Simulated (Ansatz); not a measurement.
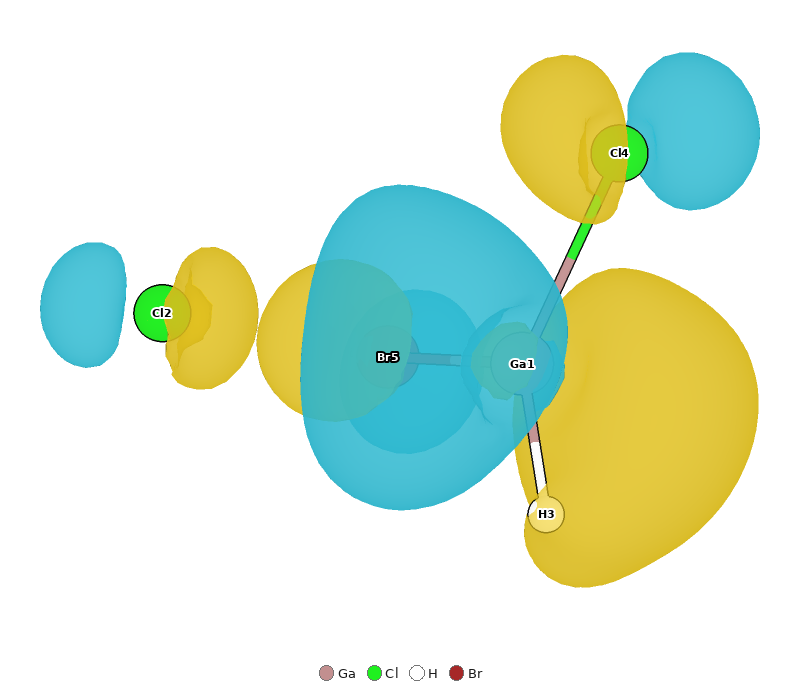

The picture shows: BrClGaH···HCl. One frontier orbital at ±0.1 Å⁻³ᐟ² (yellow and cyan are the two phases), seen from one side.

Not at a stationary point (largest force 1.1 eV/Å).

Computed with Ansatz 0.2.0, RKS LDA/def2-SVP.

The calculation's input:

```
crystal:
  periodic: [false, false, false]
  atoms:
    - { symbol: Ga, position_ang: [0.0, 0.0, 0.0] }
    - { symbol: Cl, position_ang: [0.0, 0.0, 2.59] }
    - { symbol: H, position_ang: [1.3596, 0.0, -0.785] }
    - { symbol: Cl, position_ang: [-1.9398, 0.0, -1.12] }
    - { symbol: Br, position_ang: [-0.3484, -2.5576, 0.8577] }
    - { symbol: H, position_ang: [-0.1976, -1.4511, 2.1491] }
basis:
  gaussian: { orbitals: def2-SVP }
hamiltonian:
  xc: lda
relax:
  f_tol: 0.15
  max_steps: 25
  restrain:
    - { distance: [0, 4], at: 2.42, k: 30.0 }
    - { distance: [5, 1], at: 1.37, k: 30.0 }
    - { distance: [0, 1], at: 3.44, k: 30.0 }
    - { distance: [5, 4], at: 2.75, k: 30.0 }
output:
  orbitals: {}
```

Run with:

```sh
ansatz run input.yaml --threads 4 --pin off --max-ram 5120MiB --backend cpu --events-out ev --progress --plain --runs-dir out
```

The fields are those of the run's last geometry, not of the input's.

Question: Which orbital is it: HOMO or LUMO?

Answer: The LUMO, at −2.62 eV. By Hirshfeld shares it lies mainly on Ga1 (about 65 %), Cl4 (about 10 %), Br5 (about 10 %), Cl2 (about 5 %) and H3 (about 5 %).
